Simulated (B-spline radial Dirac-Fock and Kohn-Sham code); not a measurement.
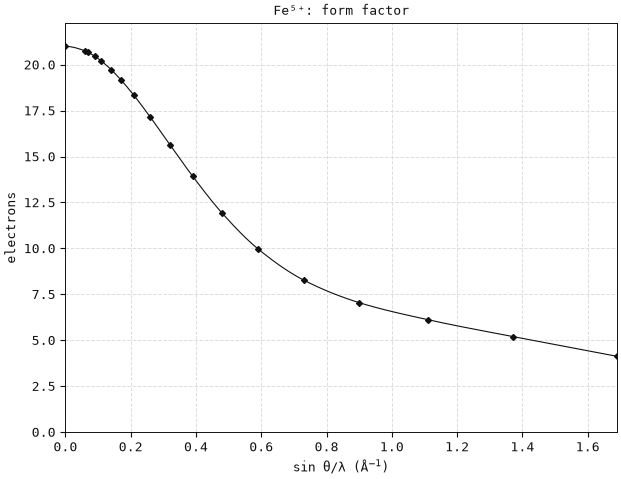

The X-ray form factor f against sin θ/λ. It refers to Fe⁵⁺, configuration [Ar] 3d3. Level of theory: the spherical Dirac–Fock density (average of configuration); calculated with a B-spline radial code.

> How many electrons does the species have?

21, the value of f at zero angle.

> Where has f fallen to half its forward value?

Near sin θ/λ = 0.56 Å⁻¹.

> What is f at sin θ/λ = 0.90 Å⁻¹?

7.04 electrons.
